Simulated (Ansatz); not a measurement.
# Al: a strain scan

This session takes Al and sets out to strain the cell along the Voigt pattern (1, 1, 0, 0, 0, 0).

This is Al in the hcp structure; at room conditions it is fcc.

Computed with Ansatz 0.2.0 (DFT r2SCAN, scalar-relativistic, plane waves, PAW, unless a step's input says otherwise).

### Step 1. The structure to begin with

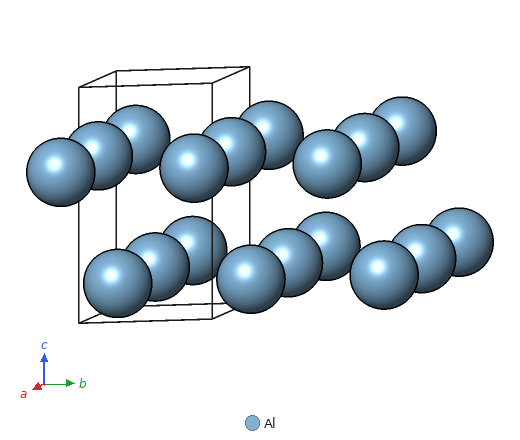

The starting structure, seen slightly off an axis (aluminium light blue). 3×3×1 cells are drawn.

Structure file:

```
CELL_PARAMETERS angstrom
2.81246 0.00000 0.00000
-1.40623 2.43566 0.00000
0.00000 0.00000 4.86685
ATOMIC_POSITIONS crystal
Al 0.66667 0.33333 0.75000
Al 0.33333 0.66667 0.25000
```

It goes back to an entry of the Materials Project, which need not be the stable form.

No relaxation comes first: the listed cell is the starting point.

### Step 2. The reference cell

Reference values: F = -1080.7253 eV; pressure -2.97 GPa; largest force 0.000 eV/Å; gap on the mesh none (metal). It was computed beforehand with the settings of the runs below.

### Step 3. The scan: a strain scan

The cell is strained by ε times the Voigt pattern (1, 1, 0, 0, 0, 0) (xx, yy, zz, yz, xz, xy; engineering shear), with fractional coordinates fixed (clamped ions). The stress on the pattern is the sum of the stress components weighted by it, tension positive.

### Step 4. At ε = -0.1500

The input, input.yaml:

```yaml
crystal:
  lattice:
    - [2.3905870488, 0.0, 0.0]
    - [-1.1952935244, 2.0703091142, 0.0]
    - [0.0, 0.0, 4.86685]
  atoms:
    - { symbol: Al, position: [0.6666666667, 0.3333333333, 0.75] }
    - { symbol: Al, position: [0.3333333333, 0.6666666667, 0.25] }
basis:
  ecutwfc: 500
kpoints:
  mp_grid: { grid: [18, 18, 10] }
hamiltonian:
  xc: r2scan
scf:
  occupations: { method: gaussian, width: 0.15 }
output:
  forces: true
  stress: true
  eigenvalues: true
```

Launch:

```sh
$ ansatz run input.yaml --threads 1 --pin off --max-ram 2560MiB --backend cpu --events-out ev --progress --plain --runs-dir out
```

Output, shortened:

```text
Warning: RAYON_NUM_THREADS=1 ignored (pool sized by the plan → 1); use --threads N
[...]
Pseudopotentials: kind: paw
Pseudopotential: Al, paw, valence charge 3, recommended cutoff 500 eV (meta_gga), Al.paw.azcp
Functional definition: r2SCAN
[...]
Crystal: 2 atoms, lattice volume = 24.087 Å³
Basis set: ecut = 500 eV, 623 PW (Γ), exchange–correlation on 72×72×144 points (64 copies of the dense FFT grid, shifted against one another)
Bands: 7, of which v1, the nominal top of the filled ones, is band 3 counted from 1 (2 counted from 0)
Symmetry: 24 space group operations
Space group: P63/mmc (ITA 194), of the structure as read, at distance tolerance 2.9e-5 Å
k-points: 222 of 3240
[...]
SCF iter   1: F=—  HF=-1079.104912 eV  |F-HF|=—  |Δ(HF+E_count)|=         —  Δρ=3.53e-3  dr2=2.90e-3  dr2_τ=3.11e-2  ethr=1.77e-3  ⟨swp⟩=5.7  Hψ=13184  notcnv=0
[...]
SCF iter   6: F=-1079.111141 eV  HF=-1079.111141 eV  |F-HF|=5.18e-11  |Δ(HF+E_count)|=   2.18e-8  Δρ=2.60e-6  dr2=1.33e-9  dr2_τ=1.15e-11  ethr=3.76e-10  ⟨swp⟩=3.2  Hψ=7072  notcnv=0
[...]
SCF converged after 6 iterations
Free energy (F): -1079.111141 eV
[...]
E sigma→0 (E₀):  -1079.106741 eV
Entropy (-TS):   -0.008800 eV (-4.400 meV/atom)
Fermi energy:    11.515328 eV
[...]
--- Forces (eV/Å), atoms counted from 1 ---
  atom   1  Al    -0.00000000    -0.00000000     0.00000000
  atom   2  Al     0.00000000     0.00000000     0.00000000
[...]
--- Stress (GPa, compression-positive) ---
       82.953084      -0.000000       0.000000
       -0.000000      82.953084       0.000000
        0.000000       0.000000      11.776179
  P = ⅓ Tr σ = 59.2274 GPa (592.274 kbar)
--- Band table (eV; the first three rows and the last of 222) ---
  k-point 0: bands = ["-2.6170", "3.6367", "3.9585", "20.9194", "22.4509", "28.4227", "28.4227"]
[...]
```

Wall time 14 s (1 thread of Intel Xeon at 2.50GHz (Skylake/Cascade Lake), shared host); peak memory 0.39 GiB.

### Step 5. ε = 0.1125

input.yaml, as its differences from that of step 4:

```diff
@@ -2,4 +2,4 @@
   lattice:
-    - [2.3905870488, 0.0, 0.0]
-    - [-1.1952935244, 2.0703091142, 0.0]
+    - [3.1288565785, 0.0, 0.0]
+    - [-1.5644282892, 2.7096692818, 0.0]
     - [0.0, 0.0, 4.86685]
```

Launch:

```sh
$ ansatz run input.yaml --threads 1 --pin off --max-ram 2560MiB --backend cpu --events-out ev --progress --plain --runs-dir out
```

Output, shortened:

```text
[...]
SCF converged after 6 iterations
Free energy (F): -1080.283877 eV
[...]
E sigma→0 (E₀):  -1080.278359 eV
Entropy (-TS):   -0.011035 eV (-5.518 meV/atom)
Fermi energy:    5.802666 eV
[...]
--- Forces (eV/Å), atoms counted from 1 ---
  atom   1  Al     0.00000000     0.00000000     0.00000000
  atom   2  Al    -0.00000000    -0.00000000    -0.00000000
[...]
--- Stress (GPa, compression-positive) ---
      -12.579929      -0.000000       0.000000
       -0.000000     -12.579929       0.000000
        0.000000       0.000000     -11.308687
  P = ⅓ Tr σ = -12.1562 GPa (-121.562 kbar)
--- Band table (eV; the first three rows and the last of 222) ---
  k-point 0: bands = ["-4.5231", "1.9652", "2.1396", "14.6288", "14.6288", "15.6553", "15.6553"]
[...]
```

Wall time 18 s (1 thread of Intel Xeon at 2.50GHz (Skylake/Cascade Lake), shared host); peak memory 0.47 GiB.

### Step 6. At ε = -0.0750

input.yaml, as its differences from that of step 5:

```diff
@@ -2,4 +2,4 @@
   lattice:
-    - [3.1288565785, 0.0, 0.0]
-    - [-1.5644282892, 2.7096692818, 0.0]
+    - [2.6015212001, 0.0, 0.0]
+    - [-1.3007606, 2.2529834478, 0.0]
     - [0.0, 0.0, 4.86685]
```

Launch:

```sh
$ ansatz run input.yaml --threads 1 --pin off --max-ram 2560MiB --backend cpu --events-out ev --progress --plain --runs-dir out
```

Output, shortened:

```text
Warning: RAYON_NUM_THREADS=1 ignored (pool sized by the plan → 1); use --threads N
[...]
[... 3 set-up lines as earlier in the session ...]
[...]
Crystal: 2 atoms, lattice volume = 28.526 Å³
Basis set: ecut = 500 eV, 737 PW (Γ), exchange–correlation on 80×80×144 points (64 copies of the dense FFT grid, shifted against one another)
Bands: 7, of which v1, the nominal top of the filled ones, is band 3 counted from 1 (2 counted from 0)
[... 1 set-up line as earlier in the session ...]
Space group: P63/mmc (ITA 194), of the structure as read, at distance tolerance 3.1e-5 Å
k-points: 222 of 3240
[...]
SCF iter   1: F=—  HF=-1080.453405 eV  |F-HF|=—  |Δ(HF+E_count)|=         —  Δρ=3.26e-3  dr2=2.87e-3  dr2_τ=1.55e-2  ethr=1.77e-3  ⟨swp⟩=5.3  Hψ=12654  notcnv=0
[...]
SCF iter   6: F=-1080.463009 eV  HF=-1080.463009 eV  |F-HF|=1.38e-8  |Δ(HF+E_count)|=   1.23e-7  Δρ=1.77e-5  dr2=9.23e-8  dr2_τ=2.14e-10  ethr=1.67e-9  ⟨swp⟩=5.6  Hψ=7712  notcnv=0
[...]
SCF converged after 6 iterations
Free energy (F): -1080.463009 eV
[...]
E sigma→0 (E₀):  -1080.459155 eV
Entropy (-TS):   -0.007708 eV (-3.854 meV/atom)
Fermi energy:    9.518615 eV
[...]
--- Forces (eV/Å), atoms counted from 1 ---
  atom   1  Al    -0.00000000    -0.00000000     0.00000000
  atom   2  Al     0.00000000     0.00000000    -0.00000000
[...]
--- Stress (GPa, compression-positive) ---
       23.727971      -0.000000       0.000000
       -0.000000      23.727971       0.000000
        0.000000       0.000000       2.114194
  P = ⅓ Tr σ = 16.5234 GPa (165.234 kbar)
--- Band table (eV; the first three rows and the last of 222) ---
  k-point 0: bands = ["-3.3572", "3.0395", "3.1764", "20.2857", "21.8531", "23.9362", "23.9362"]
[...]
```

Run time: 16 s. Hardware: 1 thread of Intel Xeon at 2.50GHz (Skylake/Cascade Lake), shared host; peak memory 0.41 GiB.

### Step 7. ε = 0.0375

input.yaml, as its differences from that of step 6:

```diff
@@ -2,4 +2,4 @@
   lattice:
-    - [2.6015212001, 0.0, 0.0]
-    - [-1.3007606, 2.2529834478, 0.0]
+    - [2.9179224272, 0.0, 0.0]
+    - [-1.4589612136, 2.5269949482, 0.0]
     - [0.0, 0.0, 4.86685]
```

Launch:

```sh
$ ansatz run input.yaml --threads 1 --pin off --max-ram 2560MiB --backend cpu --events-out ev --progress --plain --runs-dir out
```

Output, shortened:

```text
Warning: RAYON_NUM_THREADS=1 ignored (pool sized by the plan → 1); use --threads N
[...]
[... 3 set-up lines as earlier in the session ...]
[...]
Crystal: 2 atoms, lattice volume = 35.886 Å³
Basis set: ecut = 500 eV, 893 PW (Γ), exchange–correlation on 96×96×144 points (64 copies of the dense FFT grid, shifted against one another)
Bands: 7, of which v1, the nominal top of the filled ones, is band 3 counted from 1 (2 counted from 0)
[... 1 set-up line as earlier in the session ...]
Space group: P63/mmc (ITA 194), of the structure as read, at distance tolerance 3.3e-5 Å
k-points: 222 of 3240
[...]
SCF iter   1: F=—  HF=-1080.626762 eV  |F-HF|=—  |Δ(HF+E_count)|=         —  Δρ=3.96e-3  dr2=6.67e-3  dr2_τ=5.75e-3  ethr=1.77e-3  ⟨swp⟩=5.2  Hψ=12508  notcnv=0
[...]
SCF iter   6: F=-1080.640479 eV  HF=-1080.640479 eV  |F-HF|=5.15e-10  |Δ(HF+E_count)|=   2.72e-8  Δρ=9.40e-7  dr2=1.99e-10  dr2_τ=4.17e-12  ethr=4.59e-10  ⟨swp⟩=3.0  Hψ=6232  notcnv=0
[...]
SCF converged after 6 iterations
Free energy (F): -1080.640479 eV
[...]
E sigma→0 (E₀):  -1080.634832 eV
Entropy (-TS):   -0.011293 eV (-5.647 meV/atom)
Fermi energy:    7.119871 eV
[...]
--- Forces (eV/Å), atoms counted from 1 ---
  atom   1  Al     0.00000000    -0.00000000     0.00000000
  atom   2  Al     0.00000000     0.00000000    -0.00000000
[...]
--- Stress (GPa, compression-positive) ---
       -7.791296      -0.000000       0.000000
        0.000000      -7.791296       0.000000
        0.000000       0.000000      -7.774076
  P = ⅓ Tr σ = -7.7856 GPa (-77.856 kbar)
--- Band table (eV; the first three rows and the last of 222) ---
  k-point 0: bands = ["-4.1390", "2.3514", "2.4406", "18.1086", "18.1086", "18.5595", "18.5595"]
[...]
```

Wall time 20 s (1 thread of Intel Xeon at 2.50GHz (Skylake/Cascade Lake), shared host); peak memory 0.45 GiB.

### Step 8. ε = 0.1500

input.yaml, as its differences from that of step 7:

```diff
@@ -2,4 +2,4 @@
   lattice:
-    - [2.9179224272, 0.0, 0.0]
-    - [-1.4589612136, 2.5269949482, 0.0]
+    - [3.2343236542, 0.0, 0.0]
+    - [-1.6171618271, 2.8010064486, 0.0]
     - [0.0, 0.0, 4.86685]
```

Launch:

```sh
$ ansatz run input.yaml --threads 1 --pin off --max-ram 2560MiB --backend cpu --events-out ev --progress --plain --runs-dir out
```

Output, shortened:

```text
[...]
SCF converged after 6 iterations
Free energy (F): -1080.056566 eV
[...]
E sigma→0 (E₀):  -1080.050994 eV
Entropy (-TS):   -0.011144 eV (-5.572 meV/atom)
Fermi energy:    5.226808 eV
[...]
--- Forces (eV/Å), atoms counted from 1 ---
  atom   1  Al     0.00000000     0.00000000     0.00000000
  atom   2  Al     0.00000000    -0.00000000     0.00000000
[...]
--- Stress (GPa, compression-positive) ---
      -13.023169       0.000000       0.000000
        0.000000     -13.023169       0.000000
        0.000000       0.000000     -12.018635
  P = ⅓ Tr σ = -12.6883 GPa (-126.883 kbar)
--- Band table (eV; the first three rows and the last of 222) ---
  k-point 0: bands = ["-4.6818", "1.8111", "2.0067", "13.1317", "13.1317", "14.3695", "14.3695"]
[...]
```

Wall time 22 s (1 thread of Intel Xeon at 2.50GHz (Skylake/Cascade Lake), shared host); peak memory 0.47 GiB.

### Step 9. Point ε = -0.1125

input.yaml, as its differences from that of step 8:

```diff
@@ -2,4 +2,4 @@
   lattice:
-    - [3.2343236542, 0.0, 0.0]
-    - [-1.6171618271, 2.8010064486, 0.0]
+    - [2.4960541245, 0.0, 0.0]
+    - [-1.2480270622, 2.161646281, 0.0]
     - [0.0, 0.0, 4.86685]
```

Launch:

```sh
$ ansatz run input.yaml --threads 1 --pin off --max-ram 2560MiB --backend cpu --events-out ev --progress --plain --runs-dir out
```

Output, shortened:

```text
[...]
SCF converged after 6 iterations
Free energy (F): -1079.975009 eV
[...]
E sigma→0 (E₀):  -1079.970755 eV
Entropy (-TS):   -0.008508 eV (-4.254 meV/atom)
Fermi energy:    10.444776 eV
[...]
--- Forces (eV/Å), atoms counted from 1 ---
  atom   1  Al    -0.00000000    -0.00000000     0.00000000
  atom   2  Al     0.00000000     0.00000000     0.00000000
[...]
--- Stress (GPa, compression-positive) ---
       47.098313      -0.000000       0.000000
       -0.000000      47.098313       0.000000
        0.000000       0.000000       7.423381
  P = ⅓ Tr σ = 33.8733 GPa (338.733 kbar)
--- Band table (eV; the first three rows and the last of 222) ---
  k-point 0: bands = ["-3.0167", "3.3089", "3.5387", "20.5922", "22.1427", "26.0715", "26.0715"]
[...]
```

Wall time 13 s (1 thread of Intel Xeon at 2.50GHz (Skylake/Cascade Lake), shared host); peak memory 0.41 GiB.

### Step 10. Point ε = 0.0750

input.yaml, as its differences from that of step 9:

```diff
@@ -2,4 +2,4 @@
   lattice:
-    - [2.4960541245, 0.0, 0.0]
-    - [-1.2480270622, 2.161646281, 0.0]
+    - [3.0233895029, 0.0, 0.0]
+    - [-1.5116947514, 2.618332115, 0.0]
     - [0.0, 0.0, 4.86685]
```

Launch:

```sh
$ ansatz run input.yaml --threads 1 --pin off --max-ram 2560MiB --backend cpu --events-out ev --progress --plain --runs-dir out
```

Output, shortened:

```text
Warning: RAYON_NUM_THREADS=1 ignored (pool sized by the plan → 1); use --threads N
[...]
[... 3 set-up lines as earlier in the session ...]
[...]
Crystal: 2 atoms, lattice volume = 38.527 Å³
Basis set: ecut = 500 eV, 989 PW (Γ), exchange–correlation on 96×96×144 points (64 copies of the dense FFT grid, shifted against one another)
Bands: 7, of which v1, the nominal top of the filled ones, is band 3 counted from 1 (2 counted from 0)
[... 1 set-up line as earlier in the session ...]
Space group: P63/mmc (ITA 194), of the structure as read, at distance tolerance 3.4e-5 Å
k-points: 222 of 3240
[...]
SCF iter   1: F=—  HF=-1080.472508 eV  |F-HF|=—  |Δ(HF+E_count)|=         —  Δρ=4.02e-3  dr2=7.68e-3  dr2_τ=4.16e-3  ethr=1.77e-3  ⟨swp⟩=5.1  Hψ=12449  notcnv=0
[...]
SCF iter   6: F=-1080.485756 eV  HF=-1080.485756 eV  |F-HF|=1.77e-9  |Δ(HF+E_count)|=   1.12e-7  Δρ=1.68e-6  dr2=9.45e-10  dr2_τ=8.70e-12  ethr=5.91e-10  ⟨swp⟩=3.0  Hψ=6314  notcnv=0
[...]
SCF converged after 6 iterations
Free energy (F): -1080.485756 eV
[...]
E sigma→0 (E₀):  -1080.480208 eV
Entropy (-TS):   -0.011096 eV (-5.548 meV/atom)
Fermi energy:    6.443164 eV
[...]
--- Forces (eV/Å), atoms counted from 1 ---
  atom   1  Al     0.00000000     0.00000000     0.00000000
  atom   2  Al    -0.00000000    -0.00000000     0.00000000
[...]
--- Stress (GPa, compression-positive) ---
      -10.867538       0.000000       0.000000
        0.000000     -10.867538       0.000000
        0.000000       0.000000     -10.270825
  P = ⅓ Tr σ = -10.6686 GPa (-106.686 kbar)
--- Band table (eV; the first three rows and the last of 222) ---
  k-point 0: bands = ["-4.3425", "2.1445", "2.2831", "16.2829", "16.2829", "17.0480", "17.0480"]
[...]
```

Run time: 17 s. Hardware: 1 thread of Intel Xeon at 2.50GHz (Skylake/Cascade Lake), shared host; peak memory 0.46 GiB.

### Step 11. ε = -0.0375

input.yaml, as its differences from that of step 10:

```diff
@@ -2,4 +2,4 @@
   lattice:
-    - [3.0233895029, 0.0, 0.0]
-    - [-1.5116947514, 2.618332115, 0.0]
+    - [2.7069882758, 0.0, 0.0]
+    - [-1.3534941379, 2.3443206146, 0.0]
     - [0.0, 0.0, 4.86685]
```

Launch:

```sh
$ ansatz run input.yaml --threads 1 --pin off --max-ram 2560MiB --backend cpu --events-out ev --progress --plain --runs-dir out
```

Output, shortened:

```text
[...]
SCF converged after 6 iterations
Free energy (F): -1080.687782 eV
[...]
E sigma→0 (E₀):  -1080.683846 eV
Entropy (-TS):   -0.007872 eV (-3.936 meV/atom)
Fermi energy:    8.649839 eV
[...]
--- Forces (eV/Å), atoms counted from 1 ---
  atom   1  Al    -0.00000000     0.00000000     0.00000000
  atom   2  Al     0.00000000     0.00000000     0.00000000
[...]
--- Stress (GPa, compression-positive) ---
        8.049789       0.000000       0.000000
        0.000000       8.049789       0.000000
        0.000000       0.000000      -1.908271
  P = ⅓ Tr σ = 4.7304 GPa (47.304 kbar)
--- Band table (eV; the first three rows and the last of 222) ---
  k-point 0: bands = ["-3.6515", "2.8126", "2.8624", "19.9746", "21.5590", "21.9874", "21.9874"]
[...]
```

Wall time 13 s (1 thread of Intel Xeon at 2.50GHz (Skylake/Cascade Lake), shared host); peak memory 0.42 GiB.

### Step 12. ε = 0.1312

input.yaml, as its differences from that of step 11:

```diff
@@ -2,4 +2,4 @@
   lattice:
-    - [2.7069882758, 0.0, 0.0]
-    - [-1.3534941379, 2.3443206146, 0.0]
+    - [3.1814494936, 0.0, 0.0]
+    - [-1.5907247468, 2.7552160823, 0.0]
     - [0.0, 0.0, 4.86685]
```

Launch:

```sh
$ ansatz run input.yaml --threads 1 --pin off --max-ram 2560MiB --backend cpu --events-out ev --progress --plain --runs-dir out
```

Output, shortened:

```text
Warning: RAYON_NUM_THREADS=1 ignored (pool sized by the plan → 1); use --threads N
[...]
[... 3 set-up lines as earlier in the session ...]
[...]
Crystal: 2 atoms, lattice volume = 42.661 Å³
Basis set: ecut = 500 eV, 1091 PW (Γ), exchange–correlation on 96×96×144 points (64 copies of the dense FFT grid, shifted against one another)
Bands: 7, of which v1, the nominal top of the filled ones, is band 3 counted from 1 (2 counted from 0)
[... 1 set-up line as earlier in the session ...]
Space group: P63/mmc (ITA 194), of the structure as read, at distance tolerance 3.5e-5 Å
k-points: 222 of 3240
[...]
SCF iter   1: F=—  HF=-1080.161681 eV  |F-HF|=—  |Δ(HF+E_count)|=         —  Δρ=3.78e-3  dr2=7.98e-3  dr2_τ=2.60e-3  ethr=1.77e-3  ⟨swp⟩=5.1  Hψ=12515  notcnv=0
[...]
SCF iter   6: F=-1080.172364 eV  HF=-1080.172364 eV  |F-HF|=1.70e-8  |Δ(HF+E_count)|=   4.24e-7  Δρ=4.58e-6  dr2=9.09e-9  dr2_τ=2.57e-11  ethr=1.67e-9  ⟨swp⟩=5.8  Hψ=8618  notcnv=0
[...]
SCF converged after 6 iterations
Free energy (F): -1080.172364 eV
[...]
E sigma→0 (E₀):  -1080.166735 eV
Entropy (-TS):   -0.011257 eV (-5.629 meV/atom)
Fermi energy:    5.510967 eV
[...]
--- Forces (eV/Å), atoms counted from 1 ---
  atom   1  Al     0.00000000     0.00000000     0.00000000
  atom   2  Al     0.00000000    -0.00000000     0.00000000
[...]
--- Stress (GPa, compression-positive) ---
      -12.900290       0.000000       0.000000
        0.000000     -12.900290       0.000000
        0.000000       0.000000     -11.761239
  P = ⅓ Tr σ = -12.5206 GPa (-125.206 kbar)
--- Band table (eV; the first three rows and the last of 222) ---
  k-point 0: bands = ["-4.6050", "1.8853", "2.0722", "13.8636", "13.8636", "15.0015", "15.0015"]
[...]
```

It took 20 s on 1 thread of Intel Xeon at 2.50GHz (Skylake/Cascade Lake), shared host; peak memory 0.47 GiB.

### Step 13. All points together

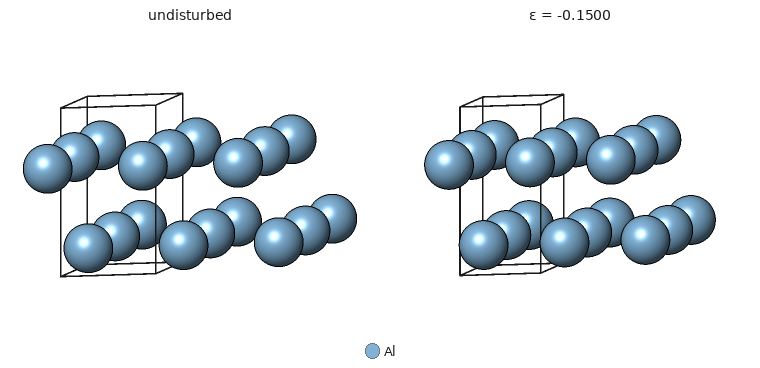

The undisturbed cell and the costliest point of the scan, at one scale, with neighbouring cells.

The scan, with free energies counted from the undisturbed cell:

```tsv
ε	ΔE (meV/atom)	stress on the pattern (GPa)	pressure (GPa)
-0.1500	807.1	-165.91	59.2
-0.1125	375.1	-94.20	33.9
-0.0750	131.1	-47.46	16.5
-0.0375	18.7	-16.10	4.7
0.0000	0.0	4.22	-3.0
0.0375	42.4	15.58	-7.8
0.0750	119.8	21.74	-10.7
0.1125	220.7	25.16	-12.2
0.1312	276.5	25.80	-12.5
0.1500	334.4	26.05	-12.7
```

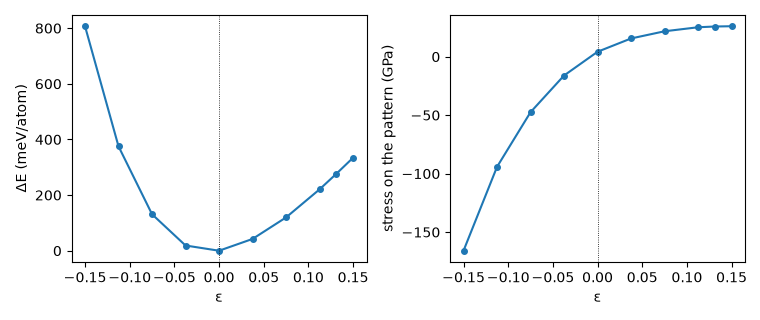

ΔE and stress on the pattern along the scan.

### Step 14. Summary of results

```
                                  quantity    value
slope of the stress at ε = 0, over ±0.0375  422 GPa
```

**Reading.** The slope of the stress at zero strain, 422 GPa, estimates C11 + C22 + 2 C12 with clamped ions in this Cartesian frame; letting the atoms relax could not make it stiffer. The step is wide, so higher orders mix in. The reference stands under -3.0 GPa, so this is no zero-stress constant. The undisturbed cell stays the lowest of the sampled points. Compression costs more than tension: 807.1 against 334.4 meV/atom at the ends.
